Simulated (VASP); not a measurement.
Shape and ions are relaxed at each volume.

Energy against volume of TiO2 (rutile). Method: LDA (Ceperley-Alder, Perdew-Zunger), VASP's LDA PAW potentials (set 64) (plane waves; VASP 6.6.1).

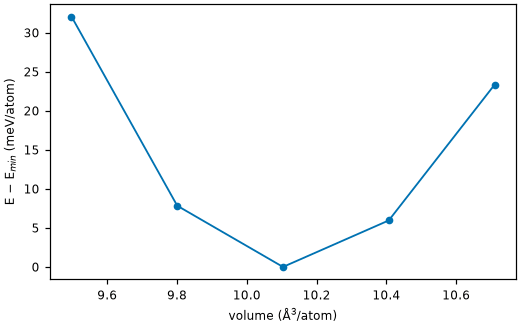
Fig. 1. Energy against volume

Estimate the equilibrium volume and the bulk modulus.

The minimum lies near 10.1 Å³/atom, and the curvature gives B0 of about 240 GPa.

The compound is TiO2 in the rutile structure. It was relaxed first.
